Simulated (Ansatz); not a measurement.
**C₃H₉AlO₃ (SMILES C[O][Al]([O]C)[O]C): density, localisation and related maps**

Input file:

```
crystal:
  periodic: [false, false, false]
  atoms:
    - {symbol: C, position_ang: [-2.680741, 0.860610, -0.349402]}
    - {symbol: O, position_ang: [-1.673646, -0.079802, -0.110700]}
    - {symbol: Al, position_ang: [-0.001481, -0.001497, 0.002868]}
    - {symbol: O, position_ang: [0.884675, -1.392790, 0.309709]}
    - {symbol: C, position_ang: [0.553184, -2.735591, 0.515889]}
    - {symbol: O, position_ang: [0.784535, 1.468135, -0.190762]}
    - {symbol: C, position_ang: [2.123322, 1.870759, -0.158199]}
    - {symbol: H, position_ang: [-3.376997, 0.888019, 0.495571]}
    - {symbol: H, position_ang: [-2.284423, 1.871879, -0.497316]}
    - {symbol: H, position_ang: [-3.248930, 0.583392, -1.243714]}
    - {symbol: H, position_ang: [-0.527036, -2.914299, 0.463089]}
    - {symbol: H, position_ang: [1.039306, -3.362487, -0.239199]}
    - {symbol: H, position_ang: [0.904696, -3.062312, 1.500358]}
    - {symbol: H, position_ang: [2.807972, 1.036854, 0.035327]}
    - {symbol: H, position_ang: [2.270804, 2.621369, 0.625589]}
    - {symbol: H, position_ang: [2.402060, 2.325162, -1.114909]}
basis:
  gaussian: {orbitals: def2-TZVPP}
hamiltonian: {xc: pbe0, dispersion: d4}
output: {orbitals: {seedname: orbitals}}
```

Run with:

```sh
ansatz run in.yaml --threads 2 --pin off --events-out ev --progress --plain --max-ram 32768MiB --backend cuda --devices 0, --max-vram 18GiB
```

Geometry: PBE0-D4/def2-TZVP.

Level of theory: RKS PBE0-D4/def2-TZVPP in Ansatz 0.2.0.

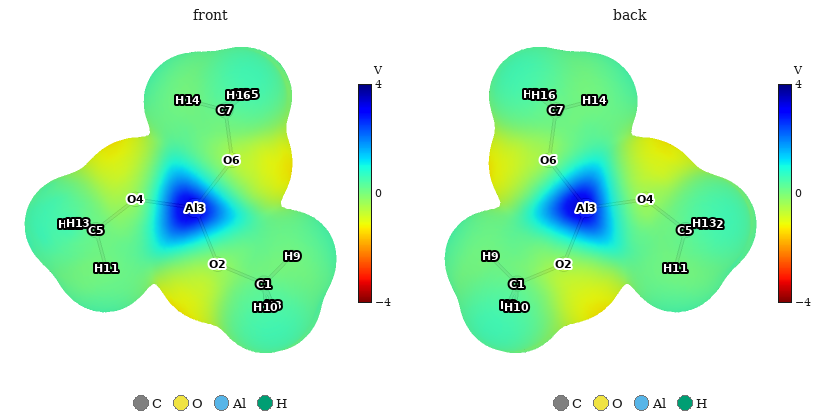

Figure 1. The electrostatic potential painted on the density surface at 0.002 e/bohr³, seen from the front and from behind; red is negative and blue positive.

Q: Describe the electrostatic potential map.

A: The most negative region (about −1.2 V) lies over O2, O4 and O6, the most positive (about +3.2 V) over Al3.

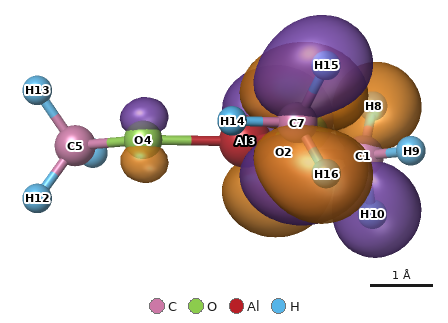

Figure 2. The HOMO at ±0.08 Å⁻³ᐟ² (orange and purple are the two phases), seen from one side.

Q: Describe this orbital and give its energy.

A: Its weight (Hirshfeld) is mainly on O6 (about 35 %) and O2 (about 25 %). It is one of a degenerate set, so its orientation is arbitrary. Its energy is −7.89 eV.

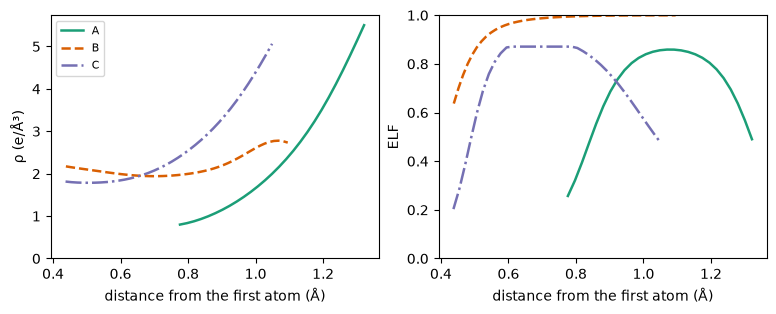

Figure 3. Total electron density and ELF along straight lines between neighbouring atoms. The curves leave out the atomic cores.

Q: Which curve belongs to which contact (Al–O, C–H and C–O)? The first atom named is at distance zero.

A: Curve A: Al–O (1.68 Å): the density is about 0.93 e/Å³ at the midpoint; the ELF peaks at about 0.85 in the valence shell of O, 0.6 Å from its nucleus, and is about 0.50 at the midpoint. Curve B: C–H (1.10 Å): ρ at the midpoint is about 2 e/Å³; the ELF climbs to about 1 towards the hydrogen, as it does in any bond to H: a covalent bond by its length. Curve C: C–O (1.40 Å): the density is about 2.1 e/Å³ at the midpoint, with its minimum of 1.8 e/Å³ about 0.5 Å from C; the ELF peaks at about 0.85 between the atoms: a polar covalent bond.
